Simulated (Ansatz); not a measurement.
```xyz
11

C    -0.3500    1.2410    0.1509
C    -0.9531   -0.0894    0.5430
O    -0.2148   -1.2218    0.1685
Ga    1.3303   -1.3874   -0.6994
H    -0.9962    2.0566    0.4856
H     0.6344    1.3840    0.6055
H    -0.2367    1.3254   -0.9336
H    -1.0892   -0.1188    1.6323
H    -1.9550   -0.1773    0.1021
H     2.1103   -0.1266   -1.1891
H     1.7200   -2.8857   -0.8658
```

Geometry: PBE0-D4/def2-TZVP.

Level of theory: isolated molecule in a Gaussian basis; Kohn-Sham density functional theory, functional PBE0-DH in Ansatz 0.2.0.

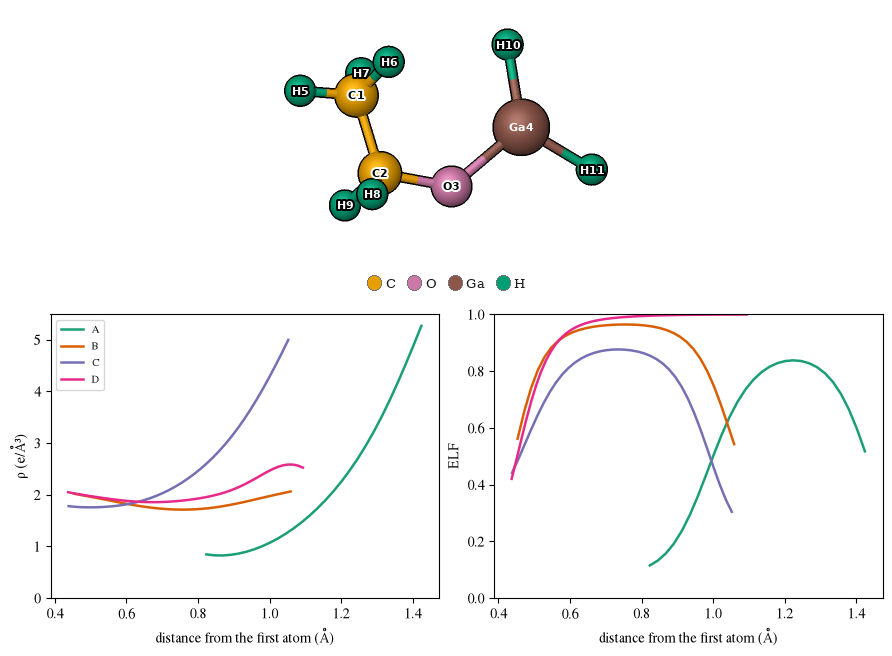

C₂H₇GaO. Electron density and ELF along straight lines between neighbouring atoms. The curves leave out the atomic cores. The structure is drawn too.

Question: Which curve belongs to which contact (C–C, C–H, C–O and Ga–O)? The first atom named is at distance zero.

Answer: Curve A: Ga–O (1.78 Å): the density is about 0.84 e/Å³ at the midpoint; the ELF peaks at about 0.85 in the valence shell of O, 0.6 Å from its nucleus, and is about 0.20 at the midpoint. Curve B: C–C (1.51 Å): the density is about 1.7 e/Å³ at the midpoint; the ELF peaks at about 0.95 between the atoms: a shared electron pair. Curve C: C–O (1.40 Å): the density is about 2 e/Å³ at the midpoint, with its minimum of 1.8 e/Å³ about 0.5 Å from C; the ELF peaks at about 0.90 between the atoms: a shared but strongly polarised pair. Curve D: C–H (1.09 Å): the density is about 1.9 e/Å³ at the midpoint; the ELF climbs to about 1 towards the hydrogen, as it does in any bond to H; a covalent bond by its length.
